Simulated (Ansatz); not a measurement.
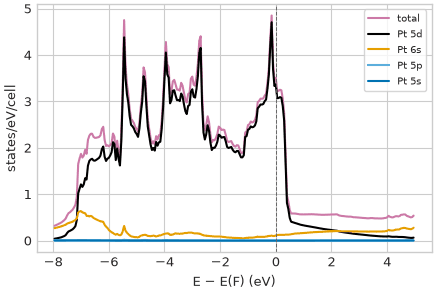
Figure. Total and projected density of states of Pt (hcp (Mg type), P6_3/mmc), PBEsol (plane waves, PAW; program Ansatz)

Task: Which orbitals carry the states next to the Fermi level?

Result: Within 0.5 eV of the Fermi level: Pt 5d 95 %. Projections are on Löwdin-orthogonalised atomic valence shells; empty p or d shells of many metals are not among them.

The first step of the workflow began from a Materials Project structure, measured or hypothetical; the Crystallography Open Database copy checked does not list it. It is not the phase usual at ambient conditions (space group No. 225). The cell was relaxed with PBEsol under the symmetry of its start; of distortions, only those at the zone centre were tested. The run is not spin-polarised. Scalar-relativistic: spin–orbit coupling is off unless named, which matters more the heavier the elements.

Potentials: the later of the program's two PAW sets.
